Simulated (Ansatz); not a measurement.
# GeNH₂ (quartet): one geometry, many settings at distance Ge1–N2 = 2.761 Å

What do other methods and options give for GeNH₂ (quartet) at this geometry, and how long do they take?

Program: Ansatz 0.2.0, Gaussian basis. Level of theory: the settings change from run to run. These are calculated values, not measurements.

31 further runs of the same task are left out: 6 for a known fault of the program, 18 that didn't finish, 7 set aside as unsound or not needed.

### Step 1. The system

The geometry derives from a PBE0/def2-TZVP stationary point (not a proven minimum). One bond is set to the value named and the two fragments are kept rigid. No spin-orbit coupling is included. The filled d shell of Ge may be among the frozen orbitals whatever the setting's name suggests; the logs give the count.

4 atoms, charge 0, spin multiplicity 4.

Atoms are counted from 1 here; the program's logs count them from 0.

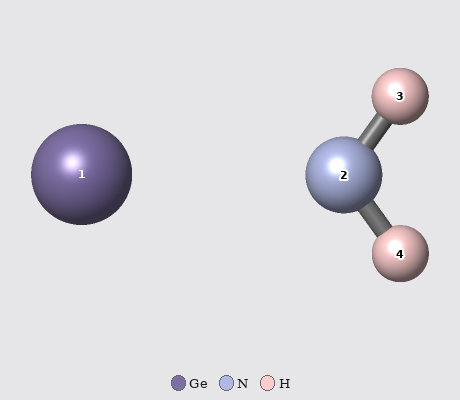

The geometry (germanium purple, nitrogen light blue, hydrogen pink); atoms are numbered from 1 in the order of the file.

### Step 2. MRCISD+Q(7,6)/6-31G

The input, in.yaml:

```yaml
crystal:
  periodic: [false, false, false]
  atoms:
    - {symbol: Ge, position_ang: [0.000000, 0.000000, 0.512455]}
    - {symbol: N, position_ang: [0.000000, 0.000000, -2.248545]}
    - {symbol: H, position_ang: [0.000000, 0.830871, -2.842461]}
    - {symbol: H, position_ang: [0.000000, -0.830871, -2.842461]}
basis:
  gaussian: {orbitals: 6-31G}
magnetization: {spin_polarized: false, initial_magnetization: 3}
correlation: {method: fic_mrcisd_q, electrons: outside_noble_gas, active_space: {window: {electrons: 7, orbitals: 6}}}
accuracy: high
scf: {lower_state_search: off}
```

Run with:

```bash
$ ansatz run in.yaml --threads 1 --pin off --events-out ev --progress --plain --max-ram 2393MiB
```

What it wrote, shortened:

```text
Functional definition: HF
  name "HF"
  cite "Fock, Z. Phys. 61, 126 (1930) doi:10.1007/BF01340294"
  parent pbe
[...]
734 factors; integrals over basis functions are off by at most 5.5e-9 eV
[...]
mean field -57974.89491931 eV, -2130.5380914895 hartree, gradient 1.3e-8 eV, S^2 3.750000; 0 other end points of the search recorded, 0 dependent functions left out
reference -57974.89491931 eV, -2130.5380914895 hartree; 22, 19 occupied and 20, 23 virtual orbitals, 734 factors
state -57975.20743165 eV, -2130.5495761061 hartree
contracted CI cycle   1: correlation 0.00000000 eV, 0.0000000000 hartree, residual 1.50e1 eV
contracted CI cycle   2: correlation -2.99505353 eV, -0.1100661870 hartree, residual 2.54e0 eV
contracted CI cycle   3: correlation -3.11348913 eV, -0.1144186152 hartree, residual 5.89e-1 eV
contracted CI cycle   4: correlation -3.11972115 eV, -0.1146476375 hartree, residual 1.67e-1 eV
contracted CI cycle   5: correlation -3.12018494 eV, -0.1146646817 hartree, residual 5.54e-2 eV
contracted CI cycle   6: correlation -3.12024111 eV, -0.1146667457 hartree, residual 1.85e-2 eV
contracted CI cycle   7: correlation -3.12024730 eV, -0.1146669733 hartree, residual 5.63e-3 eV
contracted CI cycle   8: correlation -3.12024788 eV, -0.1146669947 hartree, residual 1.79e-3 eV
contracted CI cycle   9: correlation -3.12024794 eV, -0.1146669968 hartree, residual 5.48e-4 eV
contracted CI cycle  10: correlation -3.12024795 eV, -0.1146669971 hartree, residual 1.71e-4 eV
contracted CI cycle  11: correlation -3.12024795 eV, -0.1146669971 hartree, residual 5.18e-5 eV
contracted CI cycle  12: correlation -3.12024795 eV, -0.1146669971 hartree, residual 1.46e-5 eV
contracted CI cycle  13: correlation -3.12024795 eV, -0.1146669971 hartree, residual 4.20e-6 eV
state -57975.20743165 eV, -2130.5495761061 hartree; corrected -57978.49263100 eV, -2130.6703049553 hartree
Total energy: -57978.49263100 eV, -2130.6703049553 hartree
Checks for a lower state left out: stability, starts, cluster_reference, orbital_swaps, neighbouring_geometries, increment
```

Wall time 2 s (1 thread of Arm Neoverse V1, shared host).

From the report: 27 determinants; active occupations 2.00, 1.97, 1.00, 1.00, 1.00, 0.03.

### Step 3. HF/STO-3G

The input, in.yaml:

```yaml
crystal:
  periodic: [false, false, false]
  atoms:
    - {symbol: Ge, position_ang: [0.000000, 0.000000, 0.512455]}
    - {symbol: N, position_ang: [0.000000, 0.000000, -2.248545]}
    - {symbol: H, position_ang: [0.000000, 0.830871, -2.842461]}
    - {symbol: H, position_ang: [0.000000, -0.830871, -2.842461]}
basis:
  gaussian: {orbitals: STO-3G}
magnetization: {spin_polarized: true, initial_magnetization: 3}
hamiltonian: {xc: hf}
accuracy: high
scf: {lower_state_search: off}
output: {forces: true, orbitals: {seedname: orbitals}}
```

Same command.

What it wrote, shortened:

```text
Functional definition: HF
  name "HF"
  cite "Fock, Z. Phys. 61, 126 (1930) doi:10.1007/BF01340294"
  parent pbe
[...]
315 factors; integrals over basis functions are off by at most 4.7e-9 eV
[...]
mean field -57320.33509146 eV, -2106.4834614926 hartree, gradient 7.5e-9 eV, S^2 3.761371; 0 other end points of the search recorded, 0 dependent functions left out
[...]
reference -57320.33509146 eV, -2106.4834614926 hartree; 22, 19 occupied and 3, 6 virtual orbitals, 315 factors
Total energy: -57320.33509146 eV, -2106.4834614926 hartree
Atom 0 at     0.000000     0.000000     0.512455 Å, force    -0.000000    -0.000000    -0.527304 eV/Å
Atom 1 at     0.000000     0.000000    -2.248545 Å, force     0.000000    -0.000000     3.473956 eV/Å
Atom 2 at     0.000000     0.830871    -2.842461 Å, force    -0.000000     0.920353    -1.473326 eV/Å
Atom 3 at     0.000000    -0.830871    -2.842461 Å, force    -0.000000    -0.920353    -1.473326 eV/Å
Dipole moment:     0.000000    -0.000000    -0.643391 e Å
Checks for a lower state left out: stability, starts, cluster_reference, orbital_swaps, neighbouring_geometries, increment
```

It took 0.3 s on 1 thread of Arm Neoverse V1, shared host.

From the report: ⟨S²⟩ of the determinant 3.761 (pure quartet: 3.75).

### Step 4. CCSD/cc-pVDZ

The input, in.yaml:

```yaml
crystal:
  periodic: [false, false, false]
  atoms:
    - {symbol: Ge, position_ang: [0.000000, 0.000000, 0.512455]}
    - {symbol: N, position_ang: [0.000000, 0.000000, -2.248545]}
    - {symbol: H, position_ang: [0.000000, 0.830871, -2.842461]}
    - {symbol: H, position_ang: [0.000000, -0.830871, -2.842461]}
basis:
  gaussian: {orbitals: cc-pVDZ}
magnetization: {spin_polarized: false, initial_magnetization: 3}
hamiltonian: {xc: {name: PBE0}, pseudopotentials: {relativity: scalar}}
correlation: {method: ccsd, electrons: valence}
scf: {omitted_lower_state_checks: [cluster_reference]}
```

Launched as before.

What it wrote, shortened:

```text
Functional definition: PBE0
  name "PBE0"
  cite "Adamo & Barone, J. Chem. Phys. 110, 6158 (1999) doi:10.1063/1.478522"
  cite "Perdew, Burke & Ernzerhof, Phys. Rev. Lett. 77, 3865 (1996) doi:10.1103/PhysRevLett.77.3865"
  parent pbe
[...]
553 factors; integrals over basis functions are off by at most 1.2e-3 eV
[...]
mean field -58493.61367266 eV, -2149.6006540748 hartree, gradient 1.1e-6 eV, S^2 3.750000; 4 other end points of the search recorded, 0 dependent functions left out
10 core orbitals not correlated: weight in the atoms' cores, before any rotation towards them, 1.000 or more for the frozen orbitals, at most 0.000 for the correlated occupied ones
reference -58450.05658979 eV, -2147.9999608036 hartree; 12, 9 occupied and 29, 32 virtual orbitals, 553 factors
second order -5.77698145 eV of doubles, -0.35138519 eV of singles
cycle   1  -6.62818499 eV  change   -5.0e-1 eV  update   6.1e-2
[...]
cycle  11  -6.88432130 eV  change    1.4e-6 eV  update   1.4e-5
Total energy: -58456.94091109 eV, -2148.2529549450 hartree
Relativity: scalar
Checks for a lower state left out: cluster_reference
```

It took 4 s on 1 thread of Arm Neoverse V1, shared host.

From the report: correlation -6.8843 eV; T1 0.015; largest double amplitude 0.05. The orbitals are Kohn-Sham ones, so correlation energy and T1 don't compare with those on Hartree-Fock orbitals.

### Step 5. CCSD(T) on ROHF/cc-pVDZ

Edit in.yaml of step 4 so:

```diff
@@ -10,4 +10,4 @@
 magnetization: {spin_polarized: false, initial_magnetization: 3}
-hamiltonian: {xc: {name: PBE0}, pseudopotentials: {relativity: scalar}}
-correlation: {method: ccsd, electrons: valence}
-scf: {omitted_lower_state_checks: [cluster_reference]}
+correlation: {method: ccsd_t, electrons: outside_noble_gas}
+scf: {lower_state_search: off}
+output: {forces: true}
```

Same command.

What it wrote, shortened:

```text
Functional definition: HF
  name "HF"
  cite "Fock, Z. Phys. 61, 126 (1930) doi:10.1007/BF01340294"
  parent pbe
[...]
553 factors; integrals over basis functions are off by at most 1.2e-3 eV
[...]
mean field -57983.79660974 eV, -2130.8652225789 hartree, gradient 1.2e-6 eV, S^2 3.750000; 0 other end points of the search recorded, 0 dependent functions left out
15 core orbitals not correlated: weight in the atoms' cores, before any rotation towards them, 1.000 or more for the frozen orbitals, at most 0.000 for the correlated occupied ones
reference -57983.79660974 eV, -2130.8652225789 hartree; 7, 4 occupied and 29, 32 virtual orbitals, 553 factors
second order -5.17294014 eV of doubles, -0.12542008 eV of singles
cycle   1  -5.96670621 eV  change   -6.7e-1 eV  update   6.1e-2
[...]
cycle  16  -6.22132986 eV  change   -2.9e-7 eV  update   3.0e-7
perturbative correction -0.11225824 eV, -0.0041254143 hartree
[...]
Total energy: -57990.13019784 eV, -2131.0979776487 hartree
Atom 0 at     0.000000     0.000000     0.512455 Å, force     0.000000    -0.000000    -0.407887 eV/Å
Atom 1 at     0.000000     0.000000    -2.248545 Å, force    -0.000000     0.000000     1.485841 eV/Å
Atom 2 at     0.000000     0.830871    -2.842461 Å, force     0.000000     0.265564    -0.538977 eV/Å
Atom 3 at     0.000000    -0.830871    -2.842461 Å, force    -0.000000    -0.265564    -0.538977 eV/Å
Dipole moment:     0.000000    -0.000000    -0.744757 e Å
Checks for a lower state left out: starts, cluster_reference, orbital_swaps, neighbouring_geometries, increment
```

Wall time 3.5 s (1 thread of Arm Neoverse V1, shared host).

From the report: correlation -6.3336 eV; T1 0.017; largest double amplitude 0.06.

### Step 6. BCCD(T) on UHF/cc-pVDZ

Edit in.yaml of step 5 so:

```diff
@@ -9,5 +9,3 @@
   gaussian: {orbitals: cc-pVDZ}
-magnetization: {spin_polarized: false, initial_magnetization: 3}
-correlation: {method: ccsd_t, electrons: outside_noble_gas}
-scf: {lower_state_search: off}
-output: {forces: true}
+magnetization: {spin_polarized: true, initial_magnetization: 3}
+correlation: {method: bccd_t, electrons: valence}
```

The command is unchanged.

What it wrote, shortened:

```text
Functional definition: HF
  name "HF"
  cite "Fock, Z. Phys. 61, 126 (1930) doi:10.1007/BF01340294"
  parent pbe
[...]
553 factors; integrals over basis functions are off by at most 1.2e-3 eV
[...]
mean field -57984.01237870 eV, -2130.8731519421 hartree, gradient 1.9e-6 eV, S^2 3.774951; 13 other end points of the search recorded, 0 dependent functions left out
determinant -57984.01237870 eV, -2130.8731519421 hartree, with singles and doubles -57990.44703235 eV, -2131.1096211021 hartree
determinant -57983.08443825 eV, -2130.8390507596 hartree, with singles and doubles -57989.58159312 eV, -2131.0778167971 hartree
determinant -57983.04563501 eV, -2130.8376247667 hartree, with singles and doubles -57989.53728746 eV, -2131.0761885941 hartree
determinant -57981.63791409 eV, -2130.7858919772 hartree, with singles and doubles -57988.14480594 eV, -2131.0250158420 hartree
determinant -57980.98048052 eV, -2130.7617317391 hartree, with singles and doubles -57987.48850694 eV, -2131.0008972986 hartree
determinant -57980.87776725 eV, -2130.7579570960 hartree, with singles and doubles -57987.37431698 eV, -2130.9967008952 hartree
10 core orbitals not correlated: weight in the atoms' cores, before any rotation towards them, 1.000 or more for the frozen orbitals, at most 0.000 for the correlated occupied ones
reference -57984.01237870 eV, -2130.8731519421 hartree; 12, 9 occupied and 29, 32 virtual orbitals, 553 factors
second order -5.50562693 eV of doubles, -0.00000000 eV of singles
cycle   1  -6.42916567 eV  change    5.5e-3 eV  update   3.1e-3
[...]
cycle   8  -6.42858446 eV  change    4.2e-6 eV  update   1.2e-5
perturbative correction -0.13988826 eV, -0.0051407986 hartree
Total energy: -57990.58085142 eV, -2131.1145388623 hartree
```

Run time: 9.5 s. Hardware: 1 thread of Arm Neoverse V1, shared host.

From the report: ⟨S²⟩ of the determinant 3.775 (pure quartet: 3.75); correlation -6.5685 eV; largest double amplitude 0.06.

### Step 7. HF/cc-pVDZ

Edit in.yaml of step 6 so:

```diff
@@ -9,3 +9,4 @@
   gaussian: {orbitals: cc-pVDZ}
-magnetization: {spin_polarized: true, initial_magnetization: 3}
-correlation: {method: bccd_t, electrons: valence}
+magnetization: {spin_polarized: false, initial_magnetization: 3}
+hamiltonian: {xc: hf}
+output: {orbitals: {seedname: orbitals}}
```

Same command.

What it wrote:

```text
Functional definition: HF
  name "HF"
  cite "Fock, Z. Phys. 61, 126 (1930) doi:10.1007/BF01340294"
  parent pbe
  exchange = exact_x
  correlation = 0
553 factors; integrals over basis functions are off by at most 1.2e-3 eV
mean field evaluation 1: about -57983.2075 eV, gradient 1.3e1 eV
mean field evaluation 2: about -57983.2079 eV, gradient 1.3e1 eV
mean field evaluation 4: about -57983.7912 eV, gradient 1.4e0 eV
mean field evaluation 8: about -57983.7966 eV, gradient 2.4e-4 eV
mean field evaluation 16: about -57983.6451 eV, gradient 8.3e-1 eV
mean field evaluation 32: about -57983.6525 eV, gradient 8.3e-1 eV
mean field evaluation 64: about -57982.8080 eV, gradient 2.1e0 eV
mean field -57983.79660974 eV, -2130.8652225789 hartree, gradient 2.3e-5 eV, S^2 3.750000; 2 other end points of the search recorded, 0 dependent functions left out
reference -57983.79660974 eV, -2130.8652225789 hartree; 22, 19 occupied and 29, 32 virtual orbitals, 553 factors
Total energy: -57983.79660974 eV, -2130.8652225789 hartree
```

Run time: 1.1 s. Hardware: 1 thread of Arm Neoverse V1, shared host.

### Step 8. BCCD/cc-pVDZ

Edit in.yaml of step 7 so:

```diff
@@ -10,3 +10,3 @@
 magnetization: {spin_polarized: false, initial_magnetization: 3}
-hamiltonian: {xc: hf}
-output: {orbitals: {seedname: orbitals}}
+hamiltonian: {xc: {name: B3LYP}}
+correlation: {method: bccd, electrons: outside_noble_gas, diis_vectors: 12}
```

Launched as before.

What it wrote, shortened:

```text
Functional definition: B3LYP
  name "B3LYP"
  cite "Stephens, Devlin, Chabalowski & Frisch, J. Phys. Chem. 98, 11623 (1994) doi:10.1021/j100096a001"
  cite "Becke, Phys. Rev. A 38, 3098 (1988) doi:10.1103/PhysRevA.38.3098"
  cite "Lee, Yang & Parr, Phys. Rev. B 37, 785 (1988) doi:10.1103/PhysRevB.37.785"
  cite "Vosko, Wilk & Nusair, Can. J. Phys. 58, 1200 (1980) doi:10.1139/p80-159"
[...]
553 factors; integrals over basis functions are off by at most 1.2e-3 eV
[...]
mean field -58037.31593414 eV, -2132.8320214740 hartree, gradient 8.8e-7 eV, S^2 3.750000; 4 other end points of the search recorded, 0 dependent functions left out
[...]
15 core orbitals not correlated: weight in the atoms' cores, before any rotation towards them, 1.000 or more for the frozen orbitals, at most 0.000 for the correlated occupied ones
reference -57983.43437681 eV, -2130.8519107642 hartree; 7, 4 occupied and 29, 32 virtual orbitals, 553 factors
second order -5.30081038 eV of doubles, -0.28044579 eV of singles
cycle   1  -6.16760468 eV  change   -5.9e-1 eV  update   6.0e-2
[...]
cycle  11  -6.40307636 eV  change    1.9e-6 eV  update   1.2e-5
Total energy: -57989.83745316 eV, -2131.0872194801 hartree
```

Wall time 6 s (1 thread of Arm Neoverse V1, shared host).

From the report: correlation -6.4031 eV; largest double amplitude 0.06.

### Step 9. HF/6-31G

The input, in.yaml:

```yaml
crystal:
  periodic: [false, false, false]
  atoms:
    - {symbol: Ge, position_ang: [0.000000, 0.000000, 0.512455]}
    - {symbol: N, position_ang: [0.000000, 0.000000, -2.248545]}
    - {symbol: H, position_ang: [0.000000, 0.830871, -2.842461]}
    - {symbol: H, position_ang: [0.000000, -0.830871, -2.842461]}
basis:
  gaussian: {orbitals: 6-31G}
magnetization: {spin_polarized: true, initial_magnetization: 3}
hamiltonian: {xc: hf}
output: {forces: true, orbitals: {seedname: orbitals}}
```

The command is unchanged.

What it wrote, shortened:

```text
Functional definition: HF
  name "HF"
  cite "Fock, Z. Phys. 61, 126 (1930) doi:10.1007/BF01340294"
  parent pbe
[...]
446 factors; integrals over basis functions are off by at most 6.0e-4 eV
[...]
mean field -57974.98199885 eV, -2130.5412916034 hartree, gradient 2.0e-5 eV, S^2 3.763621; 5 other end points of the search recorded, 0 dependent functions left out
[...]
reference -57974.98199885 eV, -2130.5412916034 hartree; 22, 19 occupied and 20, 23 virtual orbitals, 446 factors
Total energy: -57974.98199885 eV, -2130.5412916034 hartree
Atom 0 at     0.000000     0.000000     0.512455 Å, force     0.000000    -0.000000    -0.488313 eV/Å
Atom 1 at     0.000000     0.000000    -2.248545 Å, force    -0.000000     0.000000    -0.255210 eV/Å
Atom 2 at     0.000000     0.830871    -2.842461 Å, force     0.000000    -0.274704     0.371762 eV/Å
Atom 3 at     0.000000    -0.830871    -2.842461 Å, force     0.000000     0.274704     0.371761 eV/Å
Dipole moment:    -0.000000     0.000000    -0.856089 e Å
```

It took 1.7 s on 1 thread of Arm Neoverse V1, shared host.

From the report: ⟨S²⟩ of the determinant 3.764 (pure quartet: 3.75).

### Step 10. BCCD(T) on UHF/cc-pVDZ

Edit in.yaml of step 9 so:

```diff
@@ -8,5 +8,5 @@
 basis:
-  gaussian: {orbitals: 6-31G}
+  gaussian: {orbitals: cc-pVDZ}
 magnetization: {spin_polarized: true, initial_magnetization: 3}
-hamiltonian: {xc: hf}
-output: {forces: true, orbitals: {seedname: orbitals}}
+correlation: {method: bccd_t, electrons: outside_noble_gas}
+accuracy: high
```

Launched as before.

What it wrote, shortened:

```text
Functional definition: HF
  name "HF"
  cite "Fock, Z. Phys. 61, 126 (1930) doi:10.1007/BF01340294"
  parent pbe
[...]
1013 factors; integrals over basis functions are off by at most 4.4e-9 eV
[...]
mean field -57984.01246163 eV, -2130.8731549895 hartree, gradient 2.0e-8 eV, S^2 3.774952; 14 other end points of the search recorded, 0 dependent functions left out
determinant -57984.01246163 eV, -2130.8731549895 hartree, with singles and doubles -57990.02932910 eV, -2131.0942707909 hartree
determinant -57983.08450947 eV, -2130.8390533769 hartree, with singles and doubles -57989.16251102 eV, -2131.0624158139 hartree
determinant -57983.04571482 eV, -2130.8376276996 hartree, with singles and doubles -57989.11813625 eV, -2131.0607850712 hartree
determinant -57981.63800188 eV, -2130.7858952032 hartree, with singles and doubles -57987.72962175 eV, -2131.0097581046 hartree
determinant -57980.98055858 eV, -2130.7617346078 hartree, with singles and doubles -57987.07027982 eV, -2130.9855277356 hartree
determinant -57980.87785474 eV, -2130.7579603110 hartree, with singles and doubles -57986.95604060 eV, -2130.9813295215 hartree
15 core orbitals not correlated: weight in the atoms' cores, before any rotation towards them, 1.000 or more for the frozen orbitals, at most 0.000 for the correlated occupied ones
reference -57984.01246163 eV, -2130.8731549895 hartree; 7, 4 occupied and 29, 32 virtual orbitals, 1013 factors
second order -5.08639199 eV of doubles, -0.00000000 eV of singles
cycle   1  -6.01305648 eV  change    3.8e-3 eV  update   3.0e-3
[...]
cycle  23  -6.01256562 eV  change   6.0e-10 eV  update  9.2e-10
perturbative correction -0.11413029 eV, -0.0041942109 hartree
Total energy: -57990.13915754 eV, -2131.0983069116 hartree
```

Wall time 11 s (1 thread of Arm Neoverse V1, shared host).

From the report: ⟨S²⟩ of the determinant 3.775 (pure quartet: 3.75); correlation -6.1267 eV; largest double amplitude 0.06.

### Step 11. The runs in one table

Where basis and cores are those of an earlier UCCSDT(Q)/cc-pVDZ run (-57990.1674 eV), and the state is the same kind, the miss against it is given.

```csv
level,correlated,functions,energy (eV),from UCCSDT(Q) (meV),time
"MRCISD+Q(7,6)/6-31G",outside noble gas,42,-57978.4926,,2 s
HF/STO-3G,,25,-57320.3351,,0.3 s
"CCSD/cc-pVDZ (on PBE0 orbitals, relativity set)",valence,51,-58456.9409,,4 s
CCSD(T) on ROHF/cc-pVDZ,outside noble gas,51,-57990.1302,37.2,3.5 s
BCCD(T) on UHF/cc-pVDZ,valence,51,-57990.5809,,9.5 s
HF/cc-pVDZ,,51,-57983.7966,6370.7,1.1 s
BCCD/cc-pVDZ (on B3LYP orbitals),outside noble gas,51,-57989.8375,329.9,6 s
HF/6-31G,,42,-57974.9820,,1.7 s
BCCD(T) on UHF/cc-pVDZ,outside noble gas,51,-57990.1392,28.2,11 s
```

### Step 12. What came out

| quantity | value |
| --- | --- |
| runs | 9 |
| quickest | HF/STO-3G, 0.3 s |
| slowest | BCCD(T) on UHF/cc-pVDZ, 11 s |

**Reading.** Total energies in different bases, with other cores or another treatment of relativity can't be set against each other. BCCD(T) on UHF/cc-pVDZ took 37 times as long as HF/STO-3G; the jobs differ in more than the method. Among the correlated runs with a miss given, it spans +28 to +330 meV. Hartree-Fock, CASSCF and CASCI lack dynamic correlation by design. Cores frozen from Kohn-Sham orbitals shift the total energy.
